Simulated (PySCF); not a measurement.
ScC (quartet)

```yaml
atoms:
  - { symbol: Sc, position_ang: [0.0000, 0.0000, -0.3923] }
  - { symbol: C, position_ang: [0.0000, 0.0000, 1.4697] }
```

All numbers below come from PBE0/def2-TZVPP, non-relativistic Hamiltonian with scalar-relativistic core potentials where named, at a bond length of 1.862 Å in PySCF.

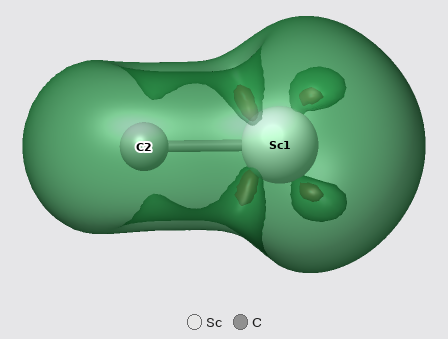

Figure 1. Isosurfaces of the spin density (α minus β) at +0.015 (green) and −0.015 e/Å³ (red), seen from one side.

Which atoms carry the spin?

Answer. The unpaired spin (3 electrons) lies mostly on Sc1 (about 1.5) and C2 (about 1.5), in electrons by Hirshfeld's partition.

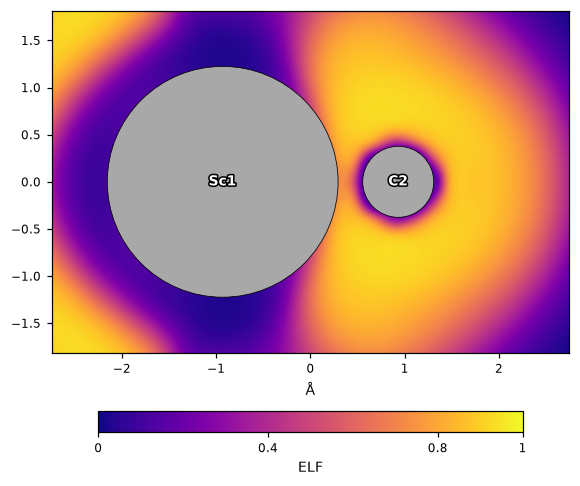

Figure 2. Electron localisation function on a plane that holds the molecular axis. Grey discs cover the atomic cores.

What do the fields say about this system?

Answer. The plane passes through Sc and C nuclei. C–Sc (1.86 Å): the ELF peaks at about 0.75 in the valence shell of C, 0.6 Å from its nucleus, and drops to about 0.35 between the two atoms.

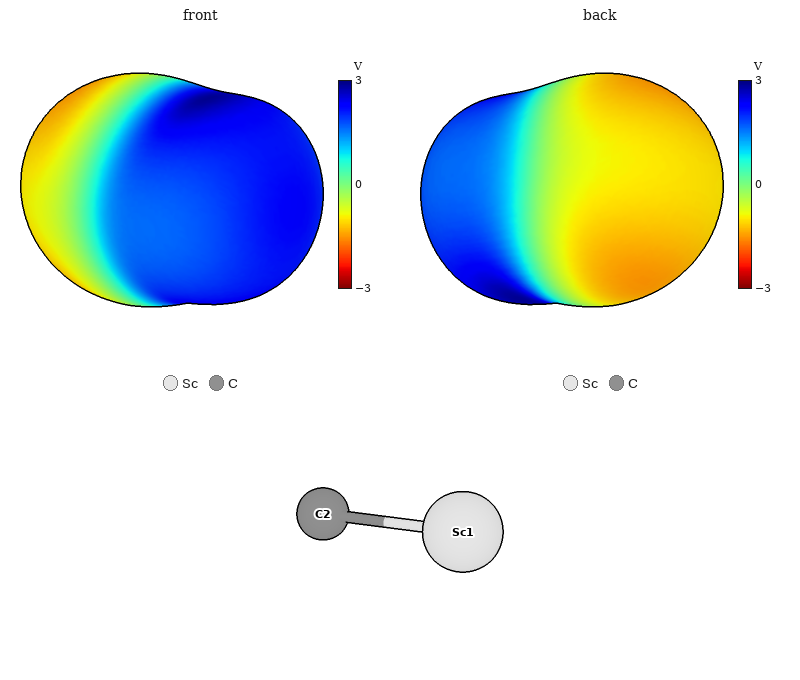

Figure 3. The molecular electrostatic potential painted on the density surface at 0.002 e/bohr³, seen from the front and from behind; the colour scale runs from red (negative) to blue (positive). The bare structure is drawn below in the same view.

Which sites attract a positive test charge, and which a negative one?

Answer. A positive charge is drawn to the negative regions and a negative charge to the positive ones. The most negative region (about −1.5 V) lies over C2, the most positive (about +2.8 V) over Sc1.
